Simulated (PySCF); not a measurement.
**[Na2F]+: a ladder of methods**

Aim: at the PBE0 minimum of singlet [Na2F]+, found before, compare methods on energies and levels.

The runs use PySCF 2.14.0; several methods, basis F def2-TZVP, Na def2-TZVP, no relativity, density fitting.

### Step 1. Where the work starts

3 atoms, charge 1, spin multiplicity 1.

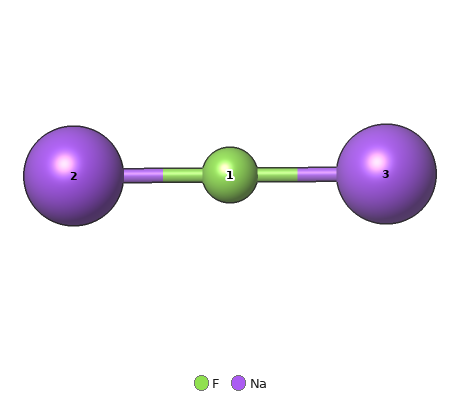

Start geometry, drawn with fluorine green, sodium purple; atoms are numbered from 1 in the order of the file.

```xyz
3
charge 1 multiplicity 1
F     0.0000    0.0000    0.0000
Na    0.0000    0.0000    2.0117
Na    0.0000    0.0000   -2.0117
```

### Step 2. PBE0

The steps are one call of a driver around PySCF; scf.py gives each level's set-up. Each SCF starts from the density of the minimum. The driver also runs the species with one electron less or more at the same geometry (one less: multiplicity 2, one more: multiplicity 2); their logs are not shown.

Contents of scf.py:

```python
from pyscf import gto, scf, dft
mol = gto.M(atom='''
F     -0.000000    -0.000000     0.000000
Na    -0.000000     0.000000     2.011746
Na     0.000000    -0.000000    -2.011746''',
    basis={'F': 'def2-TZVP', 'Na': 'def2-TZVP'},
    charge=1, spin=0)
mf = dft.RKS(mol, xc='PBE0')
mf.grids.atom_grid = (75, 302)
aux = {'F': 'def2-universal-JKFIT', 'Na': 'def2-universal-JKFIT'}
mf = mf.density_fit(auxbasis=aux)
mf.conv_tol = 1e-08
mf.diis_space = 10
mf.max_cycle = 60
mf.verbose = 4
mf.kernel()
```

On the command line:

```sh
OMP_NUM_THREADS=2 python axn.py task.json out
```

What it wrote:

```text
init E= -424.100471359223
  HOMO = -0.473198699513659  LUMO = -0.172435195101623  gap/eV = 8.18419
cycle= 1 E= -424.100471359221  delta_E= 2.39e-12  |g|= 3.99e-06  |ddm|= 2.59e-06
  HOMO = -0.473196968876296  LUMO = -0.172435123357527  gap/eV = 8.18415
Extra cycle  E= -424.100471359217  delta_E= 3.87e-12  |g|= 6.51e-06  |ddm|= 4.22e-06
converged SCF energy = -424.100471359217
```

This level, with the species of one electron less or more, ran for 4.7 s (2 threads of Intel Xeon at 2.50GHz (Skylake/Cascade Lake), shared host).

* energy: -424.100471 Eh
* one electron less (charge +2): -423.495243 Eh (doublet, ⟨S²⟩ 0.75)
* one electron more (charge +0): -424.240378 Eh (doublet, ⟨S²⟩ 0.75)
* Mulliken charge of F1: -0.78 e

### Step 3. HF

Edit scf.py of step 2 so:

```diff
@@ -8,2 +8 @@
-mf = dft.RKS(mol, xc='PBE0')
-mf.grids.atom_grid = (75, 302)
+mf = scf.RHF(mol)
```

What it wrote, cut to the lines that bear on the results:

```text
[... the frontier levels of the middle cycles are left out ...]
init E= -423.130844480305
  HOMO = -0.682437991281119  LUMO = -0.119361394276349  gap/eV = 15.32209
cycle= 1 E= -423.139493216997  delta_E= -0.00865  |g|= 0.0418  |ddm|= 0.156
  HOMO = -0.659779050121099  LUMO = -0.118316430314941  gap/eV = 14.73395
cycle= 2 E= -423.139746643249  delta_E= -0.000253  |g|= 0.0139  |ddm|= 0.037
  HOMO = -0.66350931470163  LUMO = -0.118305968806863  gap/eV = 14.83574
cycle= 3 E= -423.13977772309  delta_E= -3.11e-05  |g|= 0.00529  |ddm|= 0.01
cycle= 4 E= -423.139782158906  delta_E= -4.44e-06  |g|= 0.000941  |ddm|= 0.00386
cycle= 5 E= -423.139782438937  delta_E= -2.8e-07  |g|= 0.000237  |ddm|= 0.00124
cycle= 6 E= -423.139782473525  delta_E= -3.46e-08  |g|= 4.89e-05  |ddm|= 0.000519
cycle= 7 E= -423.139782475059  delta_E= -1.53e-09  |g|= 5.24e-06  |ddm|= 8.04e-05
  HOMO = -0.661257519987879  LUMO = -0.118224772425888  gap/eV = 14.77667
Extra cycle  E= -423.13978247507  delta_E= -1.07e-11  |g|= 1.96e-06  |ddm|= 4.26e-06
converged SCF energy = -423.13978247507
```

This level, with the species of one electron less or more, took 1.6 s.

- energy: -423.139782 Eh
- one electron less (charge +2): -422.606429 Eh (doublet, ⟨S²⟩ 0.75)
- one electron more (charge +0): -423.258175 Eh (doublet, ⟨S²⟩ 0.75)
- Mulliken charge of F1: -0.86 e

### Step 4. PBE

Edit scf.py of step 3 so:

```diff
@@ -8 +8,2 @@
-mf = scf.RHF(mol)
+mf = dft.RKS(mol, xc='PBE')
+mf.grids.atom_grid = (75, 302)
```

What it wrote:

```text
init E= -424.068434956206
  HOMO = -0.388224532323941  LUMO = -0.193005787297411  gap/eV = 5.31217
cycle= 1 E= -424.069308575941  delta_E= -0.000874  |g|= 0.0764  |ddm|= 0.136
  HOMO = -0.427322054379857  LUMO = -0.198708965915256  gap/eV = 6.22088
cycle= 2 E= -424.066086914309  delta_E= 0.00322  |g|= 0.168  |ddm|= 0.12
  HOMO = -0.404954167601702  LUMO = -0.197236694241628  gap/eV = 5.65228
cycle= 3 E= -424.070282389365  delta_E= -0.0042  |g|= 0.0138  |ddm|= 0.0741
  HOMO = -0.404655185061092  LUMO = -0.19694997424171  gap/eV = 5.65195
cycle= 4 E= -424.070301791052  delta_E= -1.94e-05  |g|= 0.00416  |ddm|= 0.00683
  HOMO = -0.403863268472706  LUMO = -0.196870903776742  gap/eV = 5.63255
cycle= 5 E= -424.070304776609  delta_E= -2.99e-06  |g|= 3.82e-05  |ddm|= 0.00234
  HOMO = -0.403862503270009  LUMO = -0.196872555598291  gap/eV = 5.63248
cycle= 6 E= -424.070304776724  delta_E= -1.16e-10  |g|= 7.63e-06  |ddm|= 1.21e-05
  HOMO = -0.403864186768079  LUMO = -0.196873090004283  gap/eV = 5.63251
Extra cycle  E= -424.07030477671  delta_E= 1.4e-11  |g|= 1.14e-05  |ddm|= 7.21e-06
converged SCF energy = -424.07030477671
```

This level, with the species of one electron less or more, took 11 s.

```
energy                        : -424.070305 Eh
one electron less (charge +2) : -423.453165 Eh (doublet, ⟨S²⟩ 0.75)
one electron more (charge +0) : -424.217111 Eh (doublet, ⟨S²⟩ 0.75)
Mulliken charge of F1         : -0.73 e
```

### Step 5. CCSD(T)

Edit scf.py of step 4 so:

```diff
@@ -8,2 +8 @@
-mf = dft.RKS(mol, xc='PBE')
-mf.grids.atom_grid = (75, 302)
+mf = scf.RHF(mol)
@@ -16,0 +16,3 @@
+from pyscf import cc
+mycc = cc.CCSD(mf, frozen=3).run()
+mycc.ccsd_t()
```

The SCF cycles repeat those of step 3.

What it wrote:

```text
CCSD nocc = 12, nmo = 92
Init t2, MP2 energy = -423.735783766724  E_corr(MP2) -0.59600129165491
RCCSD converged
E(RCCSD) = -423.7440266164002  E_corr = -0.6042441413307117
RCCSD(T) correction = -0.0110176643128963
```

This level took 2.6 min.

| Property | Result |
| --- | --- |
| energy | -423.755044 Eh |
| MP2 correlation in its own fitting basis (same spin, opposite spin) | -0.59576 Eh (-0.16187, -0.43389) |
| CCSD, (T) | -0.60424, -0.01102 Eh; T1 0.009, D1 0.023 |

Left undone: coupled cluster skipped for cost (one electron less); coupled cluster skipped for cost (one electron more).

### Step 6. r2SCAN

Edit scf.py of step 5 so:

```diff
@@ -8 +8,2 @@
-mf = scf.RHF(mol)
+mf = dft.RKS(mol, xc='R2SCAN')
+mf.grids.atom_grid = (90, 434)
@@ -16,3 +16,0 @@
-from pyscf import cc
-mycc = cc.CCSD(mf, frozen=3).run()
-mycc.ccsd_t()
```

What it wrote:

```text
init E= -424.302327981194
  HOMO = -0.416165613132772  LUMO = -0.163202090775871  gap/eV = 6.88349
cycle= 1 E= -424.302522514291  delta_E= -0.000195  |g|= 0.0197  |ddm|= 0.0441
  HOMO = -0.412349717986202  LUMO = -0.162603221736964  gap/eV = 6.79595
cycle= 2 E= -424.302501692865  delta_E= 2.08e-05  |g|= 0.0224  |ddm|= 0.0177
  HOMO = -0.416118933601674  LUMO = -0.162937088464898  gap/eV = 6.88943
cycle= 3 E= -424.302561916148  delta_E= -6.02e-05  |g|= 0.00704  |ddm|= 0.0115
  HOMO = -0.415177538171699  LUMO = -0.162901200146673  gap/eV = 6.86479
cycle= 4 E= -424.302568957801  delta_E= -7.04e-06  |g|= 0.000113  |ddm|= 0.00298
  HOMO = -0.415145908654499  LUMO = -0.162891181030317  gap/eV = 6.86420
cycle= 5 E= -424.302568959937  delta_E= -2.14e-09  |g|= 1.72e-05  |ddm|= 6.28e-05
  HOMO = -0.415153675821595  LUMO = -0.162891420983104  gap/eV = 6.86441
Extra cycle  E= -424.302568959827  delta_E= 1.11e-10  |g|= 3.26e-05  |ddm|= 2.19e-05
converged SCF energy = -424.302568959827
```

This level, with the species of one electron less or more, ran for 23 s (2 threads of Intel Xeon at 2.50GHz (Skylake/Cascade Lake), shared host).

* energy: -424.302569 Eh
* one electron less (charge +2): -423.695693 Eh (doublet, ⟨S²⟩ 0.75)
* one electron more (charge +0): -424.439232 Eh (doublet, ⟨S²⟩ 0.75)
* Mulliken charge of F1: -0.78 e

### Step 7. B3LYP

Edit scf.py of step 6 so:

```diff
@@ -8,2 +8,2 @@
-mf = dft.RKS(mol, xc='R2SCAN')
-mf.grids.atom_grid = (90, 434)
+mf = dft.RKS(mol, xc='B3LYP')
+mf.grids.atom_grid = (75, 302)
```

What it wrote:

```text
init E= -424.42605672978
  HOMO = -0.461219145727241  LUMO = -0.187191909575386  gap/eV = 7.45666
cycle= 1 E= -424.426623901083  delta_E= -0.000567  |g|= 0.00993  |ddm|= 0.0516
  HOMO = -0.464446510106457  LUMO = -0.188184863529931  gap/eV = 7.51746
cycle= 2 E= -424.426627050604  delta_E= -3.15e-06  |g|= 0.00685  |ddm|= 0.00643
  HOMO = -0.465438811070973  LUMO = -0.188152992604786  gap/eV = 7.54533
cycle= 3 E= -424.426630975361  delta_E= -3.92e-06  |g|= 0.00337  |ddm|= 0.00393
  HOMO = -0.464806099099882  LUMO = -0.188118980858005  gap/eV = 7.52904
cycle= 4 E= -424.426632678031  delta_E= -1.7e-06  |g|= 0.000517  |ddm|= 0.00151
  HOMO = -0.464786954490543  LUMO = -0.188122464484211  gap/eV = 7.52842
cycle= 5 E= -424.426632707899  delta_E= -2.99e-08  |g|= 1.68e-05  |ddm|= 0.000241
  HOMO = -0.464784644545239  LUMO = -0.188122859838254  gap/eV = 7.52835
cycle= 6 E= -424.426632707939  delta_E= -3.92e-11  |g|= 1.73e-06  |ddm|= 8.97e-06
  HOMO = -0.464784760755349  LUMO = -0.188122986655042  gap/eV = 7.52835
Extra cycle  E= -424.426632707938  delta_E= 9.09e-13  |g|= 8.49e-07  |ddm|= 8.57e-07
converged SCF energy = -424.426632707938
```

This level, with the species of one electron less or more, took 8.1 s.

* energy: -424.426633 Eh
* one electron less (charge +2): -423.811877 Eh (doublet, ⟨S²⟩ 0.75)
* one electron more (charge +0): -424.572136 Eh (doublet, ⟨S²⟩ 0.75)
* Mulliken charge of F1: -0.77 e

### Step 8. TPSSh

Edit scf.py of step 7 so:

```diff
@@ -8,2 +8,2 @@
-mf = dft.RKS(mol, xc='B3LYP')
-mf.grids.atom_grid = (75, 302)
+mf = dft.RKS(mol, xc='TPSSH')
+mf.grids.atom_grid = (90, 434)
```

What it wrote:

```text
init E= -424.408722537448
  HOMO = -0.430408842093211  LUMO = -0.18110871245723  gap/eV = 6.78380
cycle= 1 E= -424.408932314635  delta_E= -0.00021  |g|= 0.00521  |ddm|= 0.0423
  HOMO = -0.43472331570594  LUMO = -0.182097483043932  gap/eV = 6.87430
cycle= 2 E= -424.408924914496  delta_E= 7.4e-06  |g|= 0.00908  |ddm|= 0.0079
  HOMO = -0.433305796138684  LUMO = -0.182033095683297  gap/eV = 6.83748
cycle= 3 E= -424.408937272684  delta_E= -1.24e-05  |g|= 0.000513  |ddm|= 0.00387
  HOMO = -0.433161131685345  LUMO = -0.182022665340729  gap/eV = 6.83383
cycle= 4 E= -424.408937301402  delta_E= -2.87e-08  |g|= 0.000226  |ddm|= 0.000359
  HOMO = -0.433138841255531  LUMO = -0.182020289512122  gap/eV = 6.83328
cycle= 5 E= -424.408937307593  delta_E= -6.19e-09  |g|= 1.77e-05  |ddm|= 0.000112
  HOMO = -0.433146713626499  LUMO = -0.182021963089737  gap/eV = 6.83345
Extra cycle  E= -424.408937307533  delta_E= 5.97e-11  |g|= 2.67e-05  |ddm|= 1.9e-05
converged SCF energy = -424.408937307533
```

This level, with the species of one electron less or more, took 26 s.

| Property | Result |
| --- | --- |
| energy | -424.408937 Eh |
| one electron less (charge +2) | -423.803685 Eh (doublet, ⟨S²⟩ 0.75) |
| one electron more (charge +0) | -424.546286 Eh (doublet, ⟨S²⟩ 0.75) |
| Mulliken charge of F1 | -0.78 e |

### Step 9. Comparison of the levels

| level | vertical ionisation energy (eV) | vertical electron affinity (eV) | −ε(HOMO) (eV) | gap (eV) | wall time |
| --- | --- | --- | --- | --- | --- |
| PBE0 | 16.47 | 3.81 | 12.88 | 8.18 | 4.7 s |
| HF | 14.51 | 3.22 | 17.99 | 14.78 | 1.6 s |
| PBE | 16.79 | 3.99 | 10.99 | 5.63 | 11 s |
| CCSD(T) | – | – | – | – | 2.6 min |
| r2SCAN | 16.51 | 3.72 | 11.30 | 6.86 | 23 s |
| B3LYP | 16.73 | 3.96 | 12.65 | 7.53 | 8.1 s |
| TPSSh | 16.47 | 3.74 | 11.79 | 6.83 | 26 s |

Times are for 2 threads of Intel Xeon at 2.50GHz (Skylake/Cascade Lake), shared host; PBE0 starts from its own converged density, so its time is not comparable. A dash stands where a species or a free atom was not run at that level, or the quantity is not defined.

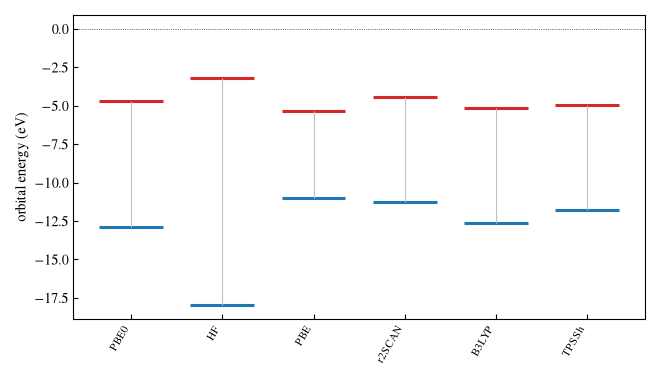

Highest occupied (blue) and lowest empty (red) levels by method.

### Step 10. Summary of results

```
                         quantity                         value
vertical ionisation energy, range  14.51 (HF) to 16.79 (PBE) eV
vertical electron affinity, range    3.22 (HF) to 3.99 (PBE) eV
               orbital gap, range   5.63 (PBE) to 14.78 (HF) eV
                           T1, D1                  0.009, 0.023
```

The vertical ionisation energy spreads over 2.28 eV, from HF to PBE; without a CCSD(T) value for it there is no yardstick here.
